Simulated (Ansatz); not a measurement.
**ClH3S2Si: small, medium and large basis sets**

How large a basis does ClH3S2Si need? Two functionals are run in growing sets.

Computed with Ansatz 0.2.0, Gaussian basis. Level: one geometry, several basis sets.

Levels to be run: PBE0-D4/def2-SVP; ωB97M-V/def2-SVP; PBE0-D4/def2-QZVPP; ωB97M-V/def2-QZVPP; the functionals' def2-TZVPP values are taken from earlier runs.

**1. Structure used throughout**

All runs share one geometry, relaxed beforehand with PBE0-D4 in a triple-zeta def2 set.

SMILES `SS[SiH2]Cl`, 7 atoms, charge 0, spin multiplicity 1.

Atoms are counted from 1 here; the program's logs count them from 0.

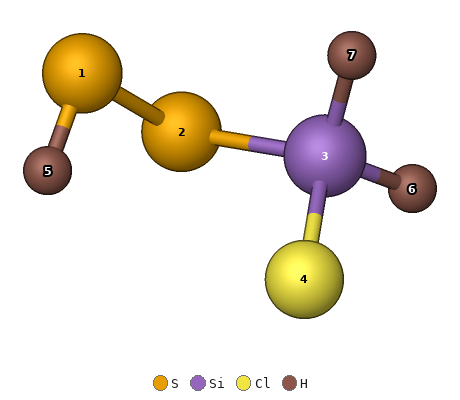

The geometry (sulfur amber, silicon purple, chlorine yellow, hydrogen brown); atoms are numbered from 1 in the order of the file.

**2. PBE0-D4 in def2-SVP**

in.yaml

```yaml
crystal:
  periodic: [false, false, false]
  atoms:
    - {symbol: S, position_ang: [-1.613052, 1.240600, -0.793586]}
    - {symbol: S, position_ang: [0.202355, 0.512182, -1.454874]}
    - {symbol: Si, position_ang: [0.902096, -0.226395, 0.414513]}
    - {symbol: Cl, position_ang: [-0.214942, -1.823804, 1.056152]}
    - {symbol: H, position_ang: [-2.314811, 0.097315, -0.903462]}
    - {symbol: H, position_ang: [2.290214, -0.691046, 0.186174]}
    - {symbol: H, position_ang: [0.809240, 0.823048, 1.449284]}
basis:
  gaussian: {orbitals: def2-SVP}
hamiltonian: {xc: pbe0, dispersion: d4}
output: {orbitals: {seedname: orbitals}}
```

Started as:

```bash
$ ansatz run in.yaml --threads 2 --pin off --events-out ev --progress --plain --max-ram 4352MiB
```

Standard output:

```text
Functional definition: PBE0
  name "PBE0"
  cite "Adamo & Barone, J. Chem. Phys. 110, 6158 (1999) doi:10.1063/1.478522"
  cite "Perdew, Burke & Ernzerhof, Phys. Rev. Lett. 77, 3865 (1996) doi:10.1103/PhysRevLett.77.3865"
  parent pbe
  parameter a = 0.25
  parameter kappa = 0.804
  parameter beta = 0.06672455060314922
  exchange = (1 - a)*pbe_x(kappa = kappa, mu = beta*pi^2/3) + a*exact_x
  correlation = pbe_c(beta = beta)
802 factors; integrals over basis functions are off by at most 1.2e-3 eV
mean field evaluation 1: about -42093.2038 eV, gradient 1.0e1 eV
mean field evaluation 2: about -42093.4028 eV, gradient 6.3e0 eV
mean field evaluation 4: about -42093.5009 eV, gradient 3.8e-1 eV
mean field evaluation 8: about -42093.5491 eV, gradient 6.8e-2 eV
mean field evaluation 16: about -42093.5491 eV, gradient 6.5e-5 eV
mean field -42093.54911023 eV, -1546.9093977685 hartree, gradient 6.5e-5 eV, S^2 0.000000; 0 other end points of the search recorded, 0 dependent functions left out
reference -42093.54913181 eV, -1546.9093985617 hartree; 33, 33 occupied and 54, 54 virtual orbitals, 802 factors
Total energy: -42093.75691622 eV, -1546.9170344980 hartree
```

Run time: 0.8 s. Hardware: 2 threads of Intel Xeon 6975P-C, shared host.

**3. ωB97M-V in def2-SVP**

in.yaml: that of step 2 with these lines changed.

```diff
@@ -12,3 +12,3 @@
   gaussian: {orbitals: def2-SVP}
-hamiltonian: {xc: pbe0, dispersion: d4}
+hamiltonian: {xc: {name: wB97M-V}}
 output: {orbitals: {seedname: orbitals}}
```

Launched as before.

Standard output, shortened:

```text
Functional definition: wB97M-V
  name "wB97M-V"
  cite "Mardirossian & Head-Gordon, J. Chem. Phys. 144, 214110 (2016) doi:10.1063/1.4952647"
  cite "Becke, J. Chem. Phys. 107, 8554 (1997) doi:10.1063/1.475007"
  cite "Vydrov & Van Voorhis, J. Chem. Phys. 133, 244103 (2010) doi:10.1063/1.3521275"
  # Of w^i u^j: cxij and so on, Table III.
[...]
  gx(w, u) = 1 - cx + cx01*u + cx10*w
  gss(w, u) = css00 + css04*u^4 + css10*w + css20*w^2 + css43*w^4*u^3
  gos(w, u) = cos00 + cos10*w + (cos20 + cos21*u)*w^2 + (cos60 + cos61*u)*w^6
[...]
      + integral(e_c_pw_mod_opposite_spin*gos(b97_w_opposite, b97_u_opposite)) + vv10(b, c)
802 factors; integrals over basis functions are off by at most 1.2e-3 eV
266 factors; integrals over basis functions are off by at most 1.1e-5 eV
[...]
mean field -42106.21353130 eV, -1547.3748066588 hartree, gradient 3.6e-5 eV, S^2 0.000000; 0 other end points of the search recorded, 0 dependent functions left out
reference -42106.21356669 eV, -1547.3748079594 hartree; 33, 33 occupied and 54, 54 virtual orbitals, 802 factors
Total energy: -42106.21356669 eV, -1547.3748079594 hartree
```

Run time: 3 s. Hardware: 2 threads of Intel Xeon 6975P-C, shared host; peak memory 0.27 GiB.

**4. PBE0-D4 in def2-QZVPP**

in.yaml: that of step 3 with these lines changed.

```diff
@@ -11,4 +11,4 @@
 basis:
-  gaussian: {orbitals: def2-SVP}
-hamiltonian: {xc: {name: wB97M-V}}
+  gaussian: {orbitals: "def2-QZVPP.json"}
+hamiltonian: {xc: pbe0, dispersion: d4}
 output: {orbitals: {seedname: orbitals}}
```

The command is unchanged.

Standard output:

```text
Functional definition: PBE0
  name "PBE0"
  cite "Adamo & Barone, J. Chem. Phys. 110, 6158 (1999) doi:10.1063/1.478522"
  cite "Perdew, Burke & Ernzerhof, Phys. Rev. Lett. 77, 3865 (1996) doi:10.1103/PhysRevLett.77.3865"
  parent pbe
  parameter a = 0.25
  parameter kappa = 0.804
  parameter beta = 0.06672455060314922
  exchange = (1 - a)*pbe_x(kappa = kappa, mu = beta*pi^2/3) + a*exact_x
  correlation = pbe_c(beta = beta)
1681 factors; their error is unknown
mean field evaluation 1: about -42109.1496 eV, gradient 1.5e1 eV
mean field evaluation 2: about -42109.4745 eV, gradient 1.1e1 eV
mean field evaluation 4: about -42109.7305 eV, gradient 1.0e0 eV
mean field evaluation 8: about -42109.7762 eV, gradient 2.5e-1 eV
mean field evaluation 16: about -42109.7763 eV, gradient 5.2e-5 eV
mean field -42109.77626578 eV, -1547.5057347361 hartree, gradient 5.2e-5 eV, S^2 0.000000; 0 other end points of the search recorded, 0 dependent functions left out
reference -42109.77629913 eV, -1547.5057359615 hartree; 33, 33 occupied and 337, 337 virtual orbitals, 1681 factors
Total energy: -42109.98408354 eV, -1547.5133718978 hartree
```

Run time: 7 s. Hardware: 2 threads of Intel Xeon 6975P-C, shared host; peak memory 1.2 GiB.

**5. ωB97M-V in def2-QZVPP**

in.yaml: that of step 4 with these lines changed.

```diff
@@ -12,3 +12,3 @@
   gaussian: {orbitals: "def2-QZVPP.json"}
-hamiltonian: {xc: pbe0, dispersion: d4}
+hamiltonian: {xc: {name: wB97M-V}}
 output: {orbitals: {seedname: orbitals}}
```

Launched as before.

Standard output, shortened:

```text
Functional definition: wB97M-V
  name "wB97M-V"
  cite "Mardirossian & Head-Gordon, J. Chem. Phys. 144, 214110 (2016) doi:10.1063/1.4952647"
  cite "Becke, J. Chem. Phys. 107, 8554 (1997) doi:10.1063/1.475007"
  cite "Vydrov & Van Voorhis, J. Chem. Phys. 133, 244103 (2010) doi:10.1063/1.3521275"
  # Of w^i u^j: cxij and so on, Table III.
[...]
  gx(w, u) = 1 - cx + cx01*u + cx10*w
  gss(w, u) = css00 + css04*u^4 + css10*w + css20*w^2 + css43*w^4*u^3
  gos(w, u) = cos00 + cos10*w + (cos20 + cos21*u)*w^2 + (cos60 + cos61*u)*w^6
[...]
      + integral(e_c_pw_mod_opposite_spin*gos(b97_w_opposite, b97_u_opposite)) + vv10(b, c)
1589 factors; their error is unknown
282 factors; integrals over basis functions are off by at most 2.7e-5 eV
[...]
mean field -42122.27198416 eV, -1547.9649439166 hartree, gradient 1.6e-5 eV, S^2 0.000000; 0 other end points of the search recorded, 0 dependent functions left out
reference -42122.27203821 eV, -1547.9649459028 hartree; 33, 33 occupied and 337, 337 virtual orbitals, 1589 factors
Total energy: -42122.27203821 eV, -1547.9649459028 hartree
```

Wall time 14 s (2 threads of Intel Xeon 6975P-C, shared host); peak memory 1.4 GiB.

**6. Functionals by basis**

The def2-TZVPP values come from earlier runs at the same geometry.

| functional | basis | functions | energy (eV) | from the largest (eV) | HOMO (eV) | LUMO (eV) |
| --- | --- | --- | --- | --- | --- | --- |
| PBE0-D4 | def2-SVP | 87 | -42093.7569 | 16.227 | -7.42 | -1.19 |
| PBE0-D4 | def2-TZVPP | 210 | -42108.6821 | 1.302 | -7.47 | -1.42 |
| PBE0-D4 | def2-QZVPP | 370 | -42109.9841 | 0.000 | -7.50 | -1.52 |
| ωB97M-V | def2-SVP | 87 | -42106.2136 | 16.058 | -9.53 | 1.05 |
| ωB97M-V | def2-TZVPP | 210 | -42121.0392 | 1.233 | -9.61 | 0.66 |
| ωB97M-V | def2-QZVPP | 370 | -42122.2720 | 0.000 | -9.65 | 0.46 |

**7. What came out**

```
                                       quantity           value
PBE0-D4: double and triple zeta above quadruple  16.23, 1.30 eV
ωB97M-V: double and triple zeta above quadruple  16.06, 1.23 eV
```

In words: PBE0-D4 gains 14.93 eV from double to triple zeta, then 1.30 eV more. Total energies overstate the basis error of differences, where much of it tends to cancel. The LUMO of ωB97M-V is positive and keeps falling with the basis (1.05 to 0.46 eV): an unbound level that the basis holds in place.

For PBE0-D4 the largest set took about 9 times as long as the smallest (7 s against 0.8 s).
